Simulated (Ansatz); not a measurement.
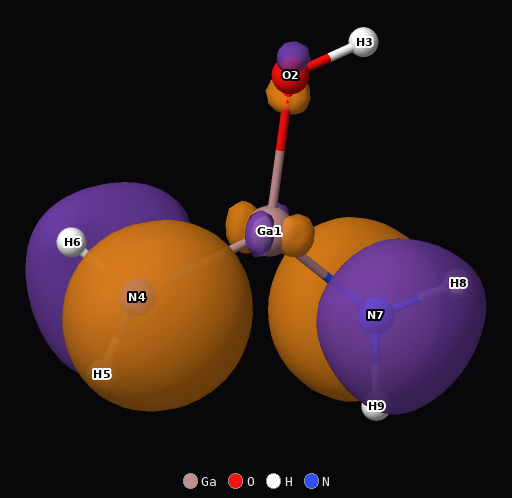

Figure. GaH$_{5}$N$_{2}$O. The HOMO at ±0.1 Å⁻³ᐟ² (orange and purple are the two phases), seen at a tilt.

Theory: RKS B3LYP/def2-SVP in Ansatz.

The calculation's input:

```
crystal:
  periodic: [false, false, false]
  atoms:
    - { symbol: Ga, position_ang: [0.0, 0.0, 0.0] }
    - { symbol: O, position_ang: [0.0, 0.0, 1.79] }
    - { symbol: H, position_ang: [-0.9095, -0.2814, 2.1271] }
    - { symbol: "N", position_ang: [1.6714, 0.0, -0.965] }
    - { symbol: H, position_ang: [2.138, -0.9179, -1.2168] }
    - { symbol: H, position_ang: [2.1227, 0.9179, -1.2432] }
    - { symbol: "N", position_ang: [-1.6714, 0.0, -0.965] }
    - { symbol: H, position_ang: [-2.3403, -0.8164, -0.8664] }
    - { symbol: H, position_ang: [-1.9204, 0.8164, -1.5936] }
basis:
  gaussian: { orbitals: def2-SVP }
hamiltonian:
  xc: b3lyp
relax:
  f_tol: 0.02
  max_steps: 40
output:
  orbitals: {}
```

Command:

```sh
ansatz run input.yaml --threads 2 --pin off --max-ram 3072MiB --backend cpu --events-out ev --progress --plain --runs-dir out
```

The fields are those of the run's last geometry, not of the input's.

Q: Describe this orbital and give its energy.

A: By Hirshfeld shares it lies mainly on N4 (about 45 %), N7 (about 30 %) and Ga1 (about 10 %); largely a combination of lone pairs on N4 and N7. Its energy is −6.40 eV.
